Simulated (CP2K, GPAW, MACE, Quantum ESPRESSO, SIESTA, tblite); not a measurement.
# Predicting plane-wave site energies from GPAW dzp, PBE: a vacancy of Ge in amorphous Ge at 5.66 g/cm^3 (72 atoms)

Density of this cell: 5.66 g/cm³. The cell holds 72 atoms: 72 Ge. Its edges and angles: a = 11.536 Å, b = 11.536 Å, c = 11.536 Å, α = 90.0°, β = 90.0°, γ = 90.0°. 72 atoms (72 Ge) placed at random at 5.66 g/cm³, melted at 3500 K for 10 ps at fixed volume with the Tersoff potential (Tersoff, Phys. Rev. B 39, 5566 (1989)). Quenched from 3500 K to 300 K at 20 K/ps and fixed volume, annealed at 800 K for 20 ps, held 5 ps, then minimised at fixed cell. Then the atoms were relaxed with MACE MP-0b3 medium in the fixed cell.

Calculated with Quantum ESPRESSO 7.5: PBE; plane waves, SSSP efficiency, 45/360 Ry; k-points Γ. The cheaper level is PBE; dzp orbitals, PAW, h 0.18 Å; k-points Γ. Each row is one cell with a vacancy of Ge, relaxed with MACE MP-0b3 medium; both levels solve the same cells, and energies are counted from site Ge53 at each level.

| energy from GPAW dzp, PBE (eV) | energy from plane waves (eV) | site |
| --- | --- | --- |
| 0.000 | 0 | Ge53 |
| 0.174 | 0.2050 | Ge13 |
| 0.587 | 0.6585 | Ge8 |
| 0.766 | ? | ? |
| 0.959 | 0.9910 | Ge25 |

Task: Fit a straight line to the rows given and interpolate to the withheld row.

Worked fit:

Take u as the energy from GPAW dzp, PBE and v as that from plane waves.

| u (eV) | v (eV) |
| --- | --- |
| 0 | 0 |
| 0.174009 | 0.205028 |
| 0.586859 | 0.658482 |
| 0.958674 | 0.990983 |

With n = 4: mean u = 0.429885, mean v = 0.463623, Σ(u − ū)² = 0.55453, Σ(u − ū)(v − v̄) = 0.57492. Slope b = 0.57492 / 0.55453 = 1.0368; intercept a = v̄ − b ū = 0.017931.

At the withheld site u = 0.7655, and v = a + b u.

Prediction at 0.766: 0.8116 eV. The run gave 0.8565 eV, so the fit is low by 0.045 eV (5.2 % of the value).

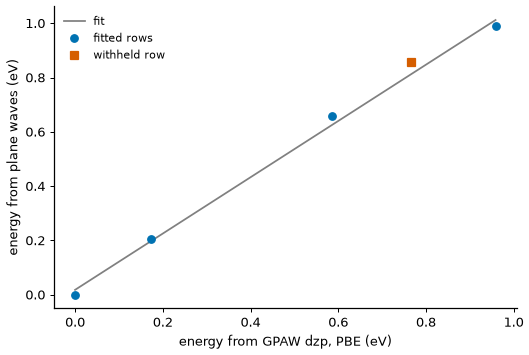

The fit, the rows that it rests on and the withheld row.

The slope of 1.0 says that GPAW dzp, PBE spreads the sites about as widely as plane waves do. Taken as it stands, without the line, its value misses the withheld site by 0.091 eV. Among the rows given, the largest miss of the fit is at 0.587, by 0.032 eV (3.2 % of the range of the table).

Limits: Few sites, one cell. The geometries are those of MACE MP-0b3 medium, not of DFT.

[Hosts, paths, dates, database ids (printed as entryN), source tags and the programs' standing remarks are cut or masked in the printed files.]
